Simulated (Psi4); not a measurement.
**ACPF/6-31G(d,p) (sfX2C, density fitting, Cartesian functions) run of BH2ClO (SMILES OBCl)**

Aim: the energy difference between two shapes of BH2ClO at ACPF/6-31G** (sfX2C, density fitting, Cartesian functions), from 2 runs. 

Program for the calculation: Psi4 1.11.

**1. Starting point**

BH2ClO: 5 atoms, total charge 0, spin state singlet. As SMILES, `OBCl`. The shape is that of a PBE0-D4/def2-TZVP optimisation. This is one conformer, not always the lowest.

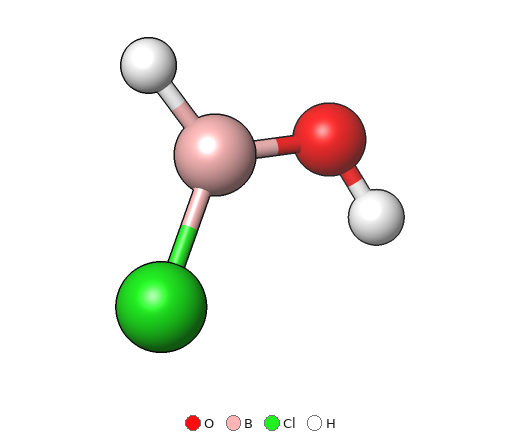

Viewed from a chosen angle; oxygen red, boron pink, chlorine green, hydrogen white.

**2. A single-point energy at ACPF/6-31G(d,p) (sfX2C, density fitting, Cartesian functions)**

File calc.dat:

```
memory 1.6 GB

molecule molecule1 {
  0 1
  O
  B 1 1.339731
  Cl 2 1.766187 1 121.03681
  H 1 0.962874 2 113.87792 3 -0.00429
  H 2 1.188771 1 119.80521 4 -179.99979
}

set globals {
  freeze_core  true
  relativistic x2c
}

energy('acpf/6-31G**')
print_variables()
```

Run with:

```sh
$ psi4 calc.dat calc.out -n 1
```

calc.out:

```text
[...]
  Running in c1 symmetry.
[...]
  Nuclear repulsion =   84.721676091861752
[...]
  Multiplicity = 1
[...]
  Nalpha       = 16
  Nbeta        = 16
[...]
    Number of basis functions: 59
[...]
    WARNING: The X2C and Dirac Hamiltonians have substatially different eigenvalues!
             This is probably caused by the recontraction of the basis set.
[...]
   @RHF iter   1:  -561.53163349021736   -6.01041e-01   6.47416e-03 DIIS/ADIIS
[...]
   @RHF iter  11:  -561.59429399065584   -2.04636e-12   6.55459e-09 DIIS
[...]
    Orbital Energies [Eh]
    ---------------------
    Doubly Occupied:
       1A   -105.216254     2A    -20.627513     3A    -10.629226
       4A     -8.040431     5A     -8.038279     6A     -8.037960
       7A     -7.686749     8A     -1.401521     9A     -1.115665
      10A     -0.788818    11A     -0.656170    12A     -0.619388
      13A     -0.572197    14A     -0.508688    15A     -0.473383
      16A     -0.459475
[...]
  @RHF Final Energy:  -561.59429399065584
   => Energetics <=
    Nuclear Repulsion Energy =             84.7216760918617524
    One-Electron Energy =                -942.8885045343375850
    Two-Electron Energy =                 296.5725344518200473
    Total Energy =                       -561.5942939906558422
[...]
 Multipole Moments:
 ------------------------------------------------------------------------------------
     Multipole            Electronic (a.u.)      Nuclear  (a.u.)        Total (a.u.)
 ------------------------------------------------------------------------------------
 L = 1.  Multiply by 2.5417464519 to convert [e a0] to [Debye]
 Dipole X            :          0.0000858           -0.0000141            0.0000716
 Dipole Y            :         -1.7023412            1.5357553           -0.1665859
 Dipole Z            :          1.4944555           -1.9090099           -0.4145543
 Magnitude           :                                                    0.4467730
[...]
      * SCS-MP2 total energy:                 -561.981362706390
[...]
      * MP2 total energy:                     -561.990511845807
[...]
```

Wall time 2.6 s (1 thread of AMD EPYC 9R45 (Zen 5), shared host); peak memory 0.27 GiB.

**3. The distorted shape**

File calc.py:

```python
import psi4

psi4.set_memory('1600 MB')
psi4.set_num_threads(1)
psi4.set_output_file('run.log', False)

mol = psi4.geometry("""
O     -0.886937    -0.610895    -0.069827
B      0.379467    -0.211437     0.216627
Cl     0.777316     1.447456    -0.417486
H     -1.526548    -0.002359    -0.456264
H      1.173988    -0.878069     0.652095
""")

psi4.set_options({
    'freeze_core': True,
    'relativistic': 'x2c',
})

e, wfn = psi4.energy("acpf/6-31G**", molecule=mol, return_wfn=True)
print(f'total energy {e:.8f} hartree = {e * 27.211386:.5f} eV')
```

Run with:

```sh
$ python calc.py
```

run.log:

```text
[...]
  Running in c1 symmetry.
[...]
  Nuclear repulsion =   84.176032451294006
[...]
  Multiplicity = 1
[...]
  Nalpha       = 16
  Nbeta        = 16
[...]
    Number of basis functions: 59
[...]
    WARNING: The X2C and Dirac Hamiltonians have substatially different eigenvalues!
             This is probably caused by the recontraction of the basis set.
[...]
   @RHF iter   1:  -561.52440457286184   -6.76783e-01   6.50323e-03 ADIIS/DIIS
[...]
   @RHF iter  11:  -561.58784266974021   -4.54747e-12   7.21106e-09 DIIS
[...]
    Orbital Energies [Eh]
    ---------------------
    Doubly Occupied:
       1A   -105.207229     2A    -20.622345     3A    -10.619375
       4A     -8.030517     5A     -8.028460     6A     -8.028178
       7A     -7.693466     8A     -1.390100     9A     -1.098947
      10A     -0.794838    11A     -0.644699    12A     -0.631558
      13A     -0.564885    14A     -0.502435    15A     -0.462379
      16A     -0.454043
[...]
  @RHF Final Energy:  -561.58784266974021
   => Energetics <=
    Nuclear Repulsion Energy =             84.1760324512940059
    One-Electron Energy =                -941.9808419634509846
    Two-Electron Energy =                 296.2169668424168094
    Total Energy =                       -561.5878426697402119
[...]
 Multipole Moments:
 ------------------------------------------------------------------------------------
     Multipole            Electronic (a.u.)      Nuclear  (a.u.)        Total (a.u.)
 ------------------------------------------------------------------------------------
 L = 1.  Multiply by 2.5417464519 to convert [e a0] to [Debye]
 Dipole X            :          0.9880593           -1.4110380           -0.4229788
 Dipole Y            :          1.7893346           -1.9579870           -0.1686524
 Dipole Z            :         -0.2860347            0.3610301            0.0749954
 Magnitude           :                                                    0.4614964
[...]
      * SCS-MP2 total energy:                 -561.974272337173
[...]
      * MP2 total energy:                     -561.983176259111
[...]
```

The script printed:

```text
total energy -562.01124105 hartree = -15293.10482 eV
```

It took 2.8 s on 1 thread of AMD EPYC 9R45 (Zen 5), shared host; peak memory 0.27 GiB.

**4. Outcome**

Level: ACPF/6-31G** (sfX2C, density fitting, Cartesian functions), 7 core orbitals frozen.

| quantity | value |
| --- | --- |
| first shape: total energy | -562.01833 Eh |
| first shape: HOMO energy (Hartree–Fock orbitals) | -12.50 eV |
| first shape: LUMO energy (Hartree–Fock orbitals) | 3.90 eV |
| first shape: HOMO–LUMO gap (Hartree–Fock orbitals) | 16.41 eV |
| first shape: correlation energy (7 core orbitals frozen) | -424.0 mEh |
| distorted shape: total energy | -562.01124 Eh |
| distorted shape: HOMO energy (Hartree–Fock orbitals) | -12.36 eV |
| distorted shape: LUMO energy (Hartree–Fock orbitals) | 3.62 eV |
| distorted shape: HOMO–LUMO gap (Hartree–Fock orbitals) | 15.97 eV |
| distorted shape: correlation energy (7 core orbitals frozen) | -423.4 mEh |
| energy change with the atoms displaced | 0.193 eV |

With the atoms displaced the energy rises by 0.19 eV (4.4 kcal/mol). The first shape isn't relaxed at this level, so the change isn't measured from a minimum.
